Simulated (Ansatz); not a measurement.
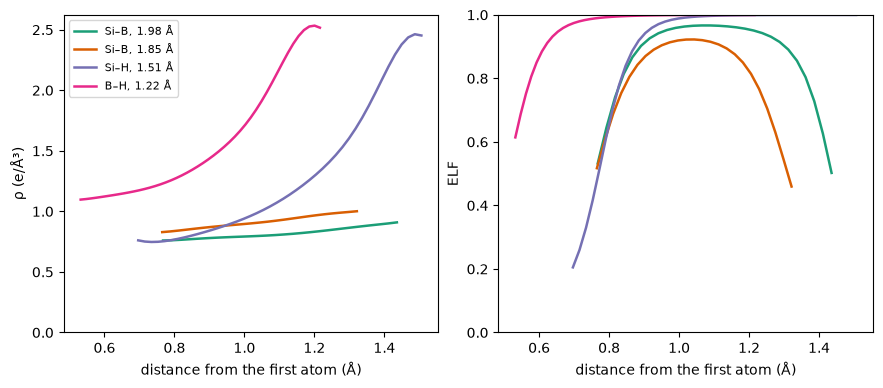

The picture shows: BH₆Si₂ (SMILES [SiH2]=[BH-][SiH3]) (charge −1). Total electron density and ELF along straight lines between neighbouring atoms. The curves leave out the atomic cores.

Geometry: PBE0-D3(BJ)/def2-SVPD.

Method: Ansatz, isolated molecule in a Gaussian basis; Kohn-Sham density functional theory, functional PBE0.

The calculation's input:

```
crystal:
  periodic: [false, false, false]
  atoms:
    - {symbol: B, position_ang: [-0.312679, 1.266316, 1.150965]}
    - {symbol: Si, position_ang: [-1.100292, -0.410186, 1.059086]}
    - {symbol: Si, position_ang: [-0.067712, 2.217717, -0.568533]}
    - {symbol: H, position_ang: [-1.407969, -1.354647, 2.197746]}
    - {symbol: H, position_ang: [-1.558287, -1.086579, -0.205867]}
    - {symbol: H, position_ang: [0.037685, 1.763825, 2.203473]}
    - {symbol: H, position_ang: [-0.557836, 1.461964, -1.781956]}
    - {symbol: H, position_ang: [-0.756279, 3.567447, -0.700644]}
    - {symbol: H, position_ang: [1.359922, 2.585343, -0.942820]}
basis:
  gaussian:
    orbitals: def2-TZVPD
hamiltonian:
  xc: {name: PBE0}
output: {forces: true, orbitals: {seedname: orbitals}}
total_charge: -1
```

Command:

```sh
ansatz run input.yaml --threads 2 --pin off --max-ram 4350MiB --events-out events.jsonl --progress --plain --runs-dir runs
```

**What can be read from the curves?**

Si–B (1.98 Å): the density is about 0.79 e/Å³ at the midpoint; the ELF peaks at about 0.95 between the atoms (a covalent bond).
Si–B (1.85 Å): the density is about 0.88 e/Å³ at the midpoint; the ELF peaks at about 0.90 between the atoms: localised, covalent bonding.
Si–H (1.51 Å): ρ is about 0.75 e/Å³ halfway; the ELF climbs to about 1 towards the hydrogen, as it does in any bond to H.
B–H (1.22 Å): ρ is about 1.1 e/Å³ halfway; the ELF climbs to about 1 towards the hydrogen (a covalent bond by its length).
